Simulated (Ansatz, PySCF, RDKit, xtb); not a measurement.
# C3H6OS2Si: ranking a sample of isomers

A sample of isomers of C3H6OS2Si is drawn. Aim: find which of them has the lowest free energy at 298.15 K, then its properties. The sample is small against all isomers, and the most stable one of this formula need not be in it.

The funnel: GFN2-xTB relaxations, single points with a density functional, relaxations at r2SCAN-D4/def2-SVP, harmonic vibrations (at GFN2-xTB), and a last energy at a higher level. All values are calculated.

### 1 Candidates

Isomers were taken from a list of plausible structures; this is a sample, not all of them. That gives 6 candidates.

```
label                SMILES     spin
 c181      CS[Si@@H]1OC=CS1  singlet
 c193  O=C[C@@H]1CS[SiH2]S1  singlet
 c290       [SiH3]OC1SC=CS1  singlet
 c887  O=C1CS[C@@H]1S[SiH3]  singlet
 c933    CC(=S)C(=S)O[SiH3]  singlet
 c950  [SiH3]S[C@@H]1OCC1=S  singlet
```

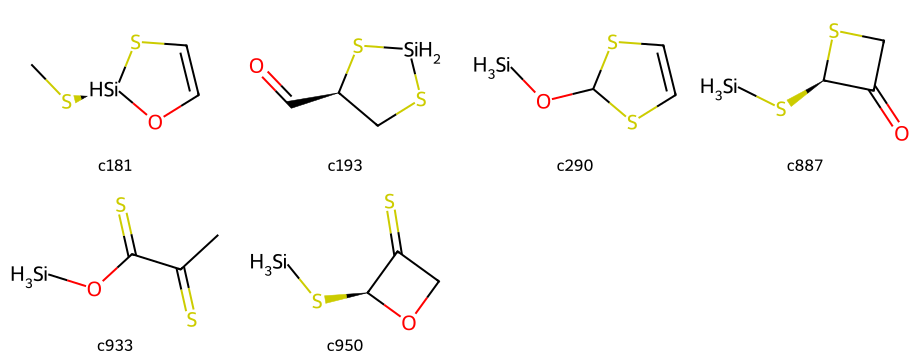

Structural formulas of the candidates.

Candidates are built by distance geometry, with a force field where one applies, in up to four conformers (letters a to d).

### 2 Cheap relaxation of all starts

All 15 starts are relaxed the same way. One of them, c950c (taken from a list of plausible isomers, embedded by distance geometry and MMFF94), in full:

start.xyz

```xyz
13
c950c
C     -1.140838    -0.312605    -1.187292
C      0.202614     1.156839    -1.993162
C     -0.235119     0.735787    -0.602525
O     -0.527998    -0.003532    -2.465428
S     -0.802584    -2.033288    -0.700192
S      0.038003     1.355496     0.930508
Si     1.198077    -2.463600    -1.228822
H      1.665153    -3.688092    -0.527872
H      2.098455    -1.299209    -0.850818
H      1.295416    -2.659618    -2.728267
H     -2.185153    -0.057318    -1.159031
H     -0.163566     2.130717    -2.297837
H      1.289281     1.094949    -2.132469
```

Run with:

```console
$ xtb start.xyz --gfn 2 --opt
```

Standard output (excerpt; [...] marks lines left out):

```text
* xtb version 6.7.1
[...]
          :  # basis functions                  52          :
[...]
          :  # electrons                        40          :
[...]
          :  Hamiltonian                  GFN2-xTB          :
[...]
          :  net charge                          0          :
          :  unpaired electrons                  0          :
[...]
   *** convergence criteria satisfied after 14 iterations ***
[...]
   *** GEOMETRY OPTIMIZATION CONVERGED AFTER 26 ITERATIONS ***
[...]
   *** convergence criteria satisfied after 3 iterations ***
[...]
         ::                     SUMMARY                     ::
         :::::::::::::::::::::::::::::::::::::::::::::::::::::
         :: total energy             -21.745274440098 Eh    ::
         :: gradient norm              0.000593269229 Eh/a0 ::
         :: HOMO-LUMO gap              1.329221889094 eV    ::
         ::.................................................::
         :: SCC energy               -21.916994726644 Eh    ::
         :: -> isotropic ES            0.040090292113 Eh    ::
         :: -> anisotropic ES          0.000791024336 Eh    ::
         :: -> anisotropic XC          0.004412961955 Eh    ::
         :: -> dispersion             -0.012598495016 Eh    ::
         :: repulsion energy           0.171720286546 Eh    ::
         :: add. restraining           0.000000000000 Eh    ::
         :: total charge              -0.000000000000 e     ::
         :::::::::::::::::::::::::::::::::::::::::::::::::::::
[...]
        20        2.0000           -0.3748581             -10.2004 (HOMO)
        21                         -0.3260101              -8.8712 (LUMO)
[...]
          | TOTAL ENERGY              -21.745274440098 Eh   |
          | GRADIENT NORM               0.000593269229 Eh/α |
          | HOMO-LUMO GAP               1.329221889094 eV   |
           -------------------------------------------------
[...]
```

It took 0.32 s on 2 threads of Intel Xeon at 2.70GHz, shared host.

### 3 Distinct minima at GFN2-xTB

15 of the 15 relaxations converged. 15 distinct structures remain:

```
label  start          SMILES after     spin  energy (kcal/mol)
c181b  drawn      CS[Si@@H]1OC=CS1  singlet                0.0
c181a  drawn      CS[Si@@H]1OC=CS1  singlet                0.6
c290a  drawn       [SiH3]OC1SC=CS1  singlet               25.5
c933b  drawn    CC(=S)C(=S)O[SiH3]  singlet               25.6
c193c  drawn  O=C[C@@H]1CS[SiH2]S1  singlet               26.0
c193d  drawn  O=C[C@@H]1CS[SiH2]S1  singlet               26.1
c933a  drawn    CC(=S)C(=S)O[SiH3]  singlet               26.5
c193b  drawn  O=C[C@@H]1CS[SiH2]S1  singlet               26.7
c193a  drawn  O=C[C@@H]1CS[SiH2]S1  singlet               27.0
c887c  drawn  O=C1CS[C@@H]1S[SiH3]  singlet               46.7
c887a  drawn  O=C1CS[C@@H]1S[SiH3]  singlet               46.8
c887b  drawn  O=C1CS[C@@H]1S[SiH3]  singlet               48.0
c950c  drawn  [SiH3]S[C@@H]1OCC1=S  singlet               59.4
c950b  drawn  [SiH3]S[C@@H]1OCC1=S  singlet               61.2
c950a  drawn  [SiH3]S[C@@H]1OCC1=S  singlet               62.3
```

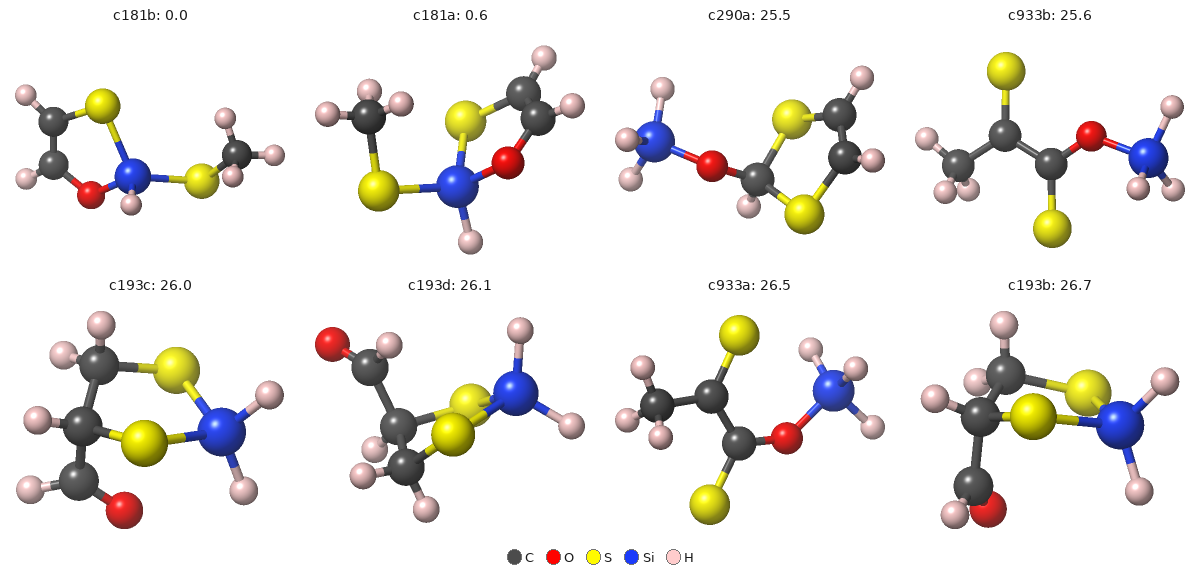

The 8 lowest minima that did not fall apart, with their GFN2-xTB energies in kcal/mol.

### 4 Screening with a density functional

A choice of the minima (the low ones first, few conformers of a pattern, up to a cap) and the lowest that fell apart get a single point at r2SCAN-D4/def2-SVP on the tight-binding geometry, and one at HF/STO-3G for comparison. The lowest singlets are also tried as triplets at the same geometry (label ending in t). Within 30 kcal/mol but not screened, among others: c193b, c193a. The first, c181b:

input.yaml

```yaml
crystal:
  periodic: [false, false, false]
  atoms:
    - symbol: C
      position_ang: [-1.112778, 1.347205, 1.923421]
    - symbol: C
      position_ang: [-0.027546, -1.731787, -2.339533]
    - symbol: C
      position_ang: [0.806124, -2.261721, -1.456477]
    - symbol: O
      position_ang: [-0.630036, -0.545728, -2.075123]
    - symbol: S
      position_ang: [-1.949371, 0.659478, 0.458338]
    - symbol: S
      position_ang: [1.074822, -1.380934, 0.035590]
    - symbol: Si
      position_ang: [-0.217210, 0.191366, -0.682291]
    - symbol: H
      position_ang: [-1.891722, 1.655453, 2.611625]
    - symbol: H
      position_ang: [-0.513843, 2.202715, 1.630521]
    - symbol: H
      position_ang: [-0.491777, 0.583764, 2.379402]
    - symbol: H
      position_ang: [0.562779, 1.385945, -0.974173]
    - symbol: H
      position_ang: [-0.296089, -2.167618, -3.286977]
    - symbol: H
      position_ang: [1.319413, -3.195673, -1.566835]
basis:
  gaussian:
    orbitals: def2-SVP
scf:
  lower_state_search: "off"
hamiltonian:
  xc: {name: r2SCAN}
  dispersion: d4
```

Run with:

```console
$ ansatz run input.yaml --threads 2 --pin off --max-ram 5220MiB --events-out events.jsonl --progress --plain --runs-dir runs
```

Standard output (excerpt; [...] marks lines left out):

```text
Warning: RAYON_NUM_THREADS=2 ignored (pool sized by the plan → 2); use --threads N
Functional definition: r2SCAN
  name "r2SCAN"
[...]
1571 factors; their error is unknown
[...]
mean field -34787.61158766 eV, -1278.4211459564 hartree, gradient 8.8e-6 eV, S^2 0.000000; 0 other end points of the search recorded, 0 dependent functions left out
reference -34787.61159809 eV, -1278.4211463398 hartree; 39, 39 occupied and 101, 101 virtual orbitals, 1571 factors
Total energy: -34787.71940024 eV, -1278.4251079958 hartree
Checks for a lower state left out: stability, starts, cluster_reference, orbital_swaps, neighbouring_geometries, increment
```

Wall time 2.5 s (2 threads of Intel Xeon at 2.70GHz, shared host).

Relative energies in kcal/mol, each column from its lowest structure that stays in one piece:

```
 label                SMILES     spin  GFN2-xTB  HF/STO-3G  r2SCAN-D4/def2-SVP
 c181a      CS[Si@@H]1OC=CS1  singlet       0.6        0.0                 0.0
 c181b      CS[Si@@H]1OC=CS1  singlet       0.0        2.0                 4.7
 c193d  O=C[C@@H]1CS[SiH2]S1  singlet      26.1       16.2                22.0
 c193c  O=C[C@@H]1CS[SiH2]S1  singlet      26.0       17.1                23.5
 c933b    CC(=S)C(=S)O[SiH3]  singlet      25.6       74.5                45.4
 c933a    CC(=S)C(=S)O[SiH3]  singlet      26.5       82.2                48.2
 c290a       [SiH3]OC1SC=CS1  singlet      25.5       39.6                51.6
c181at      CS[Si@@H]1OC=CS1  triplet         –          –                88.2
c193dt  O=C[C@@H]1CS[SiH2]S1  triplet         –          –                97.9
```

Measured from c181a, GFN2-xTB misplaces c290a by 27 kcal/mol against r2SCAN-D4/def2-SVP, so minima dropped on its energies alone could hide the lowest isomer.

### 5 Third filter: density-functional geometries

3 candidates are relaxed at r2SCAN-D4/def2-SVP (chosen among the lowest in one piece, one conformer a pattern). The first, c181a:

input.yaml

```yaml
crystal:
  periodic: [false, false, false]
  atoms:
    - {symbol: C, position_ang: [0.298512, -0.499138, 1.822132]}
    - {symbol: C, position_ang: [-0.965550, 0.722396, -1.934209]}
    - {symbol: C, position_ang: [-1.980404, 1.311095, -1.316349]}
    - {symbol: O, position_ang: [-0.615343, -0.543649, -1.587709]}
    - {symbol: S, position_ang: [-0.411450, -2.052601, 1.166170]}
    - {symbol: S, position_ang: [-2.811561, 0.396528, -0.074366]}
    - {symbol: Si, position_ang: [-1.543514, -1.309915, -0.478725]}
    - {symbol: H, position_ang: [0.851033, -0.766661, 2.715547]}
    - {symbol: H, position_ang: [-0.502975, 0.190708, 2.069400]}
    - {symbol: H, position_ang: [0.966820, -0.067348, 1.084151]}
    - {symbol: H, position_ang: [-2.256713, -2.418131, -1.073933]}
    - {symbol: H, position_ang: [-0.354877, 1.161765, -2.704690]}
    - {symbol: H, position_ang: [-2.325533, 2.309029, -1.500263]}
basis:
  gaussian:
    orbitals: def2-SVP
hamiltonian:
  xc: {name: r2SCAN}
  dispersion: d4
scf:
  lower_state_search: "off"
relax:
  f_tol: 0.006
```

Run with:

```console
$ ansatz run input.yaml --threads 2 --pin off --max-ram 5220MiB --events-out events.jsonl --progress --plain --runs-dir runs
```

Standard output (excerpt; [...] marks lines left out):

```text
Warning: RAYON_NUM_THREADS=2 ignored (pool sized by the plan → 2); use --threads N
[...]
[... 2 set-up lines as earlier in the session ...]
[...]
1571 factors; their error is unknown
[...]
mean field -34787.81082394 eV, -1278.4284677547 hartree, gradient 9.3e-6 eV, S^2 0.000000; 0 other end points of the search recorded, 0 dependent functions left out
[...]
reference -34787.81083442 eV, -1278.4284681398 hartree; 39, 39 occupied and 101, 101 virtual orbitals, 1571 factors
[...]
Atom 9 at     1.017724    -0.090630     0.998817 Å, force    -0.000011     0.000246     0.000387 eV/Å
Atom 10 at    -2.250050    -2.592039    -1.023675 Å, force    -0.000405    -0.001042    -0.000319 eV/Å
Atom 11 at    -0.271189     1.217824    -2.588462 Å, force    -0.000126    -0.001890     0.001402 eV/Å
Atom 12 at    -2.196352     2.364750    -1.296672 Å, force    -0.000590    -0.000587    -0.000041 eV/Å
Dipole moment:     0.194632     0.308544     0.006409 e Å
Checks for a lower state left out: stability, starts, cluster_reference, orbital_swaps, neighbouring_geometries, increment
```

Wall time 66 s (2 threads of Intel Xeon at 2.70GHz, shared host).

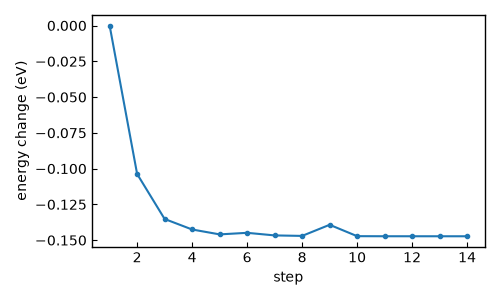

Energy along the run, all evaluated steps.

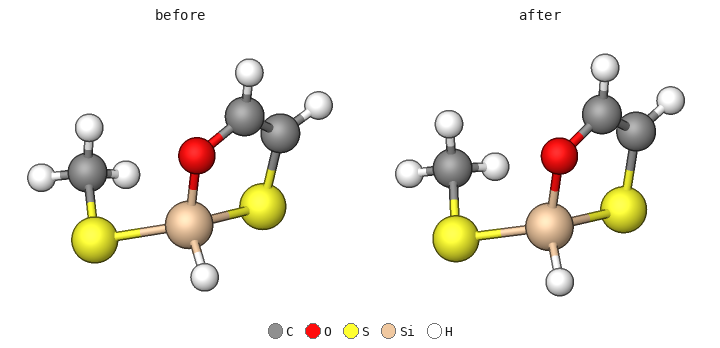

Before and after, at one scale.

After the run. Bond lengths: C2–C3 1.346 Å, C2–O4 1.361 Å, C1–S5 1.834 Å, C3–S6 1.779 Å, O4–Si7 1.703 Å, S5–Si7 2.119 Å, S6–Si7 2.166 Å, C1–H8 1.098 Å, C1–H9 1.100 Å, C1–H10 1.099 Å, Si7–H11 1.483 Å, C2–H12 1.093 Å, C3–H13 1.091 Å. Some angles: C2–C3–S6 117.7°, C3–C2–O4 120.2°, C2–O4–Si7 115.9°, C1–S5–Si7 99.4°, C3–S6–Si7 90.2°, O4–Si7–S5 113.2°, O4–Si7–S6 95.7°, S5–Si7–S6 115.1°, C2–C3–H13 124.3°, S6–C3–H13 118.0°.

### 6 The relaxed candidates

```
label     spin  r2SCAN-D4/def2-SVP (kcal/mol)  r2SCAN-D4/def2-SVP, relaxed (kcal/mol)  time
c181a  singlet                            0.0                                     0.0  66 s
c193d  singlet                           22.0                                    22.5  59 s
c933b  singlet                           45.4                                    44.4  32 s
```

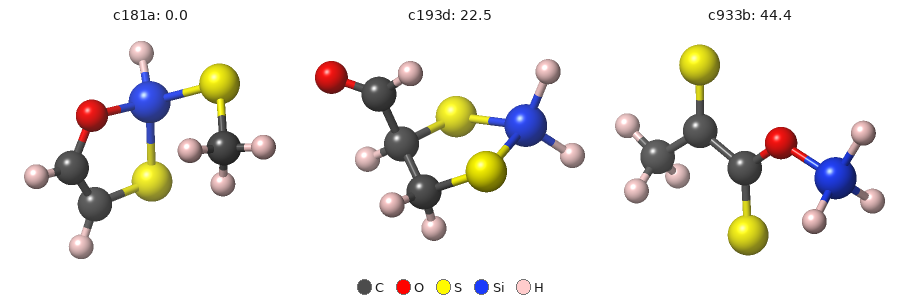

The relaxed structures, with energies at r2SCAN-D4/def2-SVP in kcal/mol.

### 7 Vibrations and thermal terms

The lowest few in one piece go on as finalists. In this search the thermal terms come from GFN2-xTB at its own nearest minimum. The first, c181a:

start.xyz

```xyz
13
c181a
C      0.263994    -0.446234     1.714846
C     -0.926460     0.717721    -1.870528
C     -1.930602     1.311045    -1.199269
O     -0.659450    -0.602347    -1.677102
S     -0.437969    -2.050187     1.167632
S     -2.878423     0.310933    -0.074512
Si    -1.588574    -1.381124    -0.481394
H      0.740066    -0.627057     2.687418
H     -0.534270     0.301424     1.830057
H      1.017724    -0.090630     0.998817
H     -2.250050    -2.592039    -1.023675
H     -0.271189     1.217824    -2.588462
H     -2.196352     2.364750    -1.296672
```

Run with:

```console
$ xtb start.xyz --gfn 2 --ohess tight
```

Standard output (excerpt; [...] marks lines left out):

```text
[...]
         ::                     SUMMARY                     ::
         :::::::::::::::::::::::::::::::::::::::::::::::::::::
         :: total energy             -21.838911459522 Eh    ::
         :: gradient norm              0.000156789833 Eh/a0 ::
         :: HOMO-LUMO gap              3.898329111041 eV    ::
         ::.................................................::
         :: SCC energy               -22.048438744356 Eh    ::
         :: -> isotropic ES            0.042096094270 Eh    ::
         :: -> anisotropic ES          0.000609975441 Eh    ::
         :: -> anisotropic XC          0.006256640120 Eh    ::
         :: -> dispersion             -0.012290652068 Eh    ::
         :: repulsion energy           0.209527284835 Eh    ::
         :: add. restraining           0.000000000000 Eh    ::
         :: total charge              -0.000000000000 e     ::
         :::::::::::::::::::::::::::::::::::::::::::::::::::::
[...]
          | TOTAL ENERGY              -21.838911459527 Eh   |
          | TOTAL ENTHALPY            -21.743921354231 Eh   |
          | TOTAL FREE ENERGY         -21.788826034188 Eh   |
          | GRADIENT NORM               0.000156622099 Eh/α |
[...]
```

Wall time 0.88 s (2 threads of Intel Xeon at 2.70GHz, shared host).

### 8 Thermal terms of the finalists

As xtb prints them, at 298.15 K, with its own treatment of low modes:

```
label                SMILES     spin  lowest mode (cm⁻¹)  zero-point (kcal/mol)  G − E (kcal/mol)
c181a      CS[Si@@H]1OC=CS1  singlet                  35                   53.3              31.4
c193d  O=C[C@@H]1CS[SiH2]S1  singlet                  63                   52.1              30.8
c933b    CC(=S)C(=S)O[SiH3]  singlet                  37                   49.5              26.9
```

### 9 Energies at the top level

Single points at CCSD(T)/def2-SVP + MP2/def2-TZVPP - MP2/def2-SVP on the refined geometries decide the order.

c181a, CCSD(T)/def2-SVP:

input.yaml

```yaml
basis:
  gaussian:
    orbitals: def2-SVP
crystal:
  periodic: [false, false, false]
  atoms:
    - symbol: C
      position_ang: [0.263994, -0.446234, 1.714846]
    - symbol: C
      position_ang: [-0.926460, 0.717721, -1.870528]
    - symbol: C
      position_ang: [-1.930602, 1.311045, -1.199269]
    - symbol: O
      position_ang: [-0.659450, -0.602347, -1.677102]
    - symbol: S
      position_ang: [-0.437969, -2.050187, 1.167632]
    - symbol: S
      position_ang: [-2.878423, 0.310933, -0.074512]
    - symbol: Si
      position_ang: [-1.588574, -1.381124, -0.481394]
    - symbol: H
      position_ang: [0.740066, -0.627057, 2.687418]
    - symbol: H
      position_ang: [-0.534270, 0.301424, 1.830057]
    - symbol: H
      position_ang: [1.017724, -0.090630, 0.998817]
    - symbol: H
      position_ang: [-2.250050, -2.592039, -1.023675]
    - symbol: H
      position_ang: [-0.271189, 1.217824, -2.588462]
    - symbol: H
      position_ang: [-2.196352, 2.364750, -1.296672]
correlation:
  method: ccsd_t
  frozen_orbitals: {O: 1, C: 1, H: 0, S: 5, Si: 5}
```

Run with:

```console
$ ansatz run input.yaml --threads 2 --pin off --max-ram 5220MiB --events-out events.jsonl --progress --plain --runs-dir runs
```

Standard output (excerpt; [...] marks lines left out):

```text
Warning: RAYON_NUM_THREADS=2 ignored (pool sized by the plan → 2); use --threads N
Functional definition: HF
  name "HF"
[...]
1362 factors; integrals over basis functions are off by at most 1.2e-3 eV
[...]
mean field -34708.97717517 eV, -1275.5313845979 hartree, gradient 2.1e-6 eV, S^2 0.000000; 0 other end points of the search recorded, 0 dependent functions left out
19 core orbitals not correlated: weight in the atoms' cores, before any rotation towards them, 1.000 or more for the frozen orbitals, at most 0.000 for the correlated occupied ones
reference -34708.97717517 eV, -1275.5313845979 hartree; 20, 20 occupied and 101, 101 virtual orbitals, 1362 factors
second order -25.41038246 eV of doubles, -0.00000000 eV of singles
cycle   1  -26.25315863 eV  change   -8.4e-1 eV  update   1.3e-1
[...]
cycle   9  -27.15461976 eV  change   -2.2e-5 eV  update   3.3e-5
perturbative correction -0.96743661 eV, -0.0355526398 hartree
Total energy: -34737.09923155 eV, -1276.5648511079 hartree
```

Wall time 38 s (2 threads of Intel Xeon at 2.70GHz, shared host); peak memory 0.98 GiB.

### 10 c181a at MP2/def2-TZVPP

input.yaml

```yaml
crystal:
  periodic: [false, false, false]
  atoms:
    - {symbol: C, position_ang: [0.263994, -0.446234, 1.714846]}
    - {symbol: C, position_ang: [-0.926460, 0.717721, -1.870528]}
    - {symbol: C, position_ang: [-1.930602, 1.311045, -1.199269]}
    - {symbol: O, position_ang: [-0.659450, -0.602347, -1.677102]}
    - {symbol: S, position_ang: [-0.437969, -2.050187, 1.167632]}
    - {symbol: S, position_ang: [-2.878423, 0.310933, -0.074512]}
    - {symbol: Si, position_ang: [-1.588574, -1.381124, -0.481394]}
    - {symbol: H, position_ang: [0.740066, -0.627057, 2.687418]}
    - {symbol: H, position_ang: [-0.534270, 0.301424, 1.830057]}
    - {symbol: H, position_ang: [1.017724, -0.090630, 0.998817]}
    - {symbol: H, position_ang: [-2.250050, -2.592039, -1.023675]}
    - {symbol: H, position_ang: [-0.271189, 1.217824, -2.588462]}
    - {symbol: H, position_ang: [-2.196352, 2.364750, -1.296672]}
basis:
  gaussian:
    orbitals: def2-TZVPP
total_charge: 0
correlation:
  method: mp2
  frozen_orbitals: {O: 1, C: 1, H: 0, S: 5, Si: 5}
```

Run with:

```console
$ ansatz run input.yaml --threads 2 --pin off --max-ram 5220MiB --events-out events.jsonl --progress --plain --runs-dir runs
```

Standard output (excerpt; [...] marks lines left out):

```text
Warning: RAYON_NUM_THREADS=2 ignored (pool sized by the plan → 2); use --threads N
[... 2 set-up lines as earlier in the session ...]
[...]
1977 factors; integrals over basis functions are off by at most 8.5e-4 eV
[...]
mean field -34725.58200073 eV, -1276.1416006820 hartree, gradient 1.9e-6 eV, S^2 0.000000; 0 other end points of the search recorded, 0 dependent functions left out
19 core orbitals not correlated: weight in the atoms' cores, before any rotation towards them, 1.000 or more for the frozen orbitals, at most 0.000 for the correlated occupied ones
reference -34725.58200073 eV, -1276.1416006820 hartree; 20, 20 occupied and 295, 295 virtual orbitals, 1977 factors
second order -32.29438712 eV of doubles, -0.00000000 eV of singles
Total energy: -34757.87638786 eV, -1277.3283975189 hartree
```

Run time: 26 s. Hardware: 2 threads of Intel Xeon at 2.70GHz, shared host; peak memory 1.2 GiB.

### 11 c193d at CCSD(T)/def2-SVP

input.yaml

```yaml
crystal:
  periodic: [false, false, false]
  atoms:
    - {symbol: C, position_ang: [-0.118121, 0.522122, 1.835310]}
    - {symbol: C, position_ang: [-1.311899, 0.245830, 0.935754]}
    - {symbol: C, position_ang: [-1.243519, -1.072132, 0.175237]}
    - {symbol: O, position_ang: [-0.215583, 0.703632, 3.022400]}
    - {symbol: S, position_ang: [0.137507, -1.113778, -1.045876]}
    - {symbol: S, position_ang: [-1.466435, 1.683553, -0.223413]}
    - {symbol: Si, position_ang: [-0.170445, 0.891530, -1.765276]}
    - {symbol: H, position_ang: [0.867892, 0.564860, 1.301301]}
    - {symbol: H, position_ang: [-2.217597, 0.271768, 1.565005]}
    - {symbol: H, position_ang: [-1.053360, -1.906583, 0.871681]}
    - {symbol: H, position_ang: [-2.199034, -1.262681, -0.337620]}
    - {symbol: H, position_ang: [-0.873655, 0.997663, -3.075794]}
    - {symbol: H, position_ang: [1.150364, 1.572174, -1.881409]}
basis:
  gaussian: {orbitals: def2-SVP}
correlation: {method: ccsd_t, frozen_orbitals: {O: 1, C: 1, H: 0, S: 5, Si: 5}}
```

Run with:

```console
$ ansatz run input.yaml --threads 2 --pin off --max-ram 5220MiB --events-out events.jsonl --progress --plain --runs-dir runs
```

Standard output (excerpt; [...] marks lines left out):

```text
Warning: RAYON_NUM_THREADS=2 ignored (pool sized by the plan → 2); use --threads N
[... 2 set-up lines as earlier in the session ...]
[...]
1364 factors; integrals over basis functions are off by at most 1.0e-3 eV
[...]
mean field -34708.09046868 eV, -1275.4987987353 hartree, gradient 2.7e-6 eV, S^2 0.000000; 0 other end points of the search recorded, 0 dependent functions left out
19 core orbitals not correlated: weight in the atoms' cores, before any rotation towards them, 1.000 or more for the frozen orbitals, at most 0.000 for the correlated occupied ones
reference -34708.09046868 eV, -1275.4987987353 hartree; 20, 20 occupied and 101, 101 virtual orbitals, 1364 factors
second order -25.53639768 eV of doubles, -0.00000000 eV of singles
cycle   1  -26.33131032 eV  change   -7.9e-1 eV  update   1.3e-1
[...]
cycle   9  -27.27518088 eV  change   -2.2e-5 eV  update   3.9e-5
perturbative correction -0.98328937 eV, -0.0361352180 hartree
Total energy: -34736.34893893 eV, -1276.5372783628 hartree
```

It took 30 s on 2 threads of Intel Xeon at 2.70GHz, shared host; peak memory 0.98 GiB.

For c933b the log finds that unrestricted Hartree-Fock orbitals lie lower, a sign to watch the closed-shell reference there.

[end of part 1 of 2]
